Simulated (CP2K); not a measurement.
Silyloxirane has these distinct C atoms: C2 (bonded to C, O, Si and H) and C3 (bonded to C, O and 2 H).

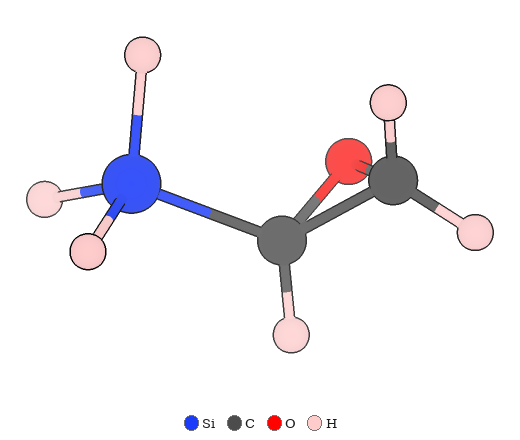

The molecule (silicon blue, carbon dark grey, oxygen red, hydrogen pink).

```xyz
10

Si    1.4282   -0.1403   -0.1423
C    -0.2671    0.5594    0.2529
C    -1.4976   -0.2537    0.0966
O    -1.1551    0.7207   -0.9072
H     1.2586   -1.2748   -1.0913
H     2.0811   -0.6182    1.1116
H     2.2871    0.9100   -0.7577
H    -0.3393    1.3966    0.9581
H    -1.4221   -1.2979   -0.2216
H    -2.3737   -0.0021    0.7010
```

Their partial C K spectra (CP2K XAS_TDP, all-electron GAPW, PBEh(45%), aug-pc-1, TDA, GW2X-corrected core level, no relativity) are given in random order, each times the number of alike atoms.

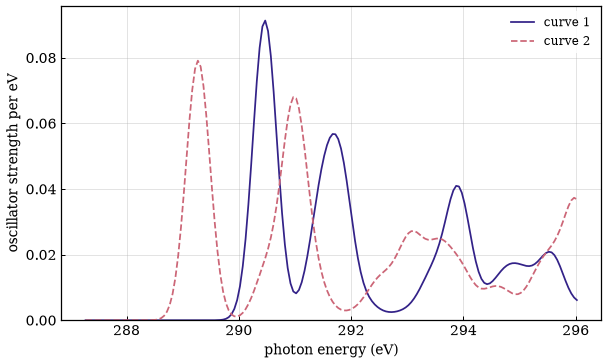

Gaussian full width 0.5 eV, oscillator strength per eV, alike atoms added, rows of zeros left out.

Question: Which curve belongs to which atom?

Curve 1: C3 (bonded to C, O and 2 H), leading line at 290.46 eV (f = 0.049 an atom), ionisation energy 293.39 eV, term value 2.93 eV. Curve 2: C2 (bonded to C, O, Si and H), leading line at 289.27 eV (f = 0.042 an atom), ionisation energy 292.62 eV, term value 3.35 eV. The leading line of an atom is its first one with 35 % of the strongest within 2.5 eV of its lowest line over the strength cut. A line lies at the core ionisation energy, which rises as an atom loses charge to its neighbours or to a π system, less the term value, which is large for a low π* or σ* orbital with weight on that atom.

[Banner, clock and machine lines of the logs are left out without a mark of their own.]

[Logs are printed without paths, hosts, clocks, repeated set-up lines and the standing remarks that a program may print on its own settings, such as how far it seeks lower states.]

[Hosts, paths, dates, database ids (printed as entryN), source tags and the programs' standing remarks are cut or masked in the printed files.]
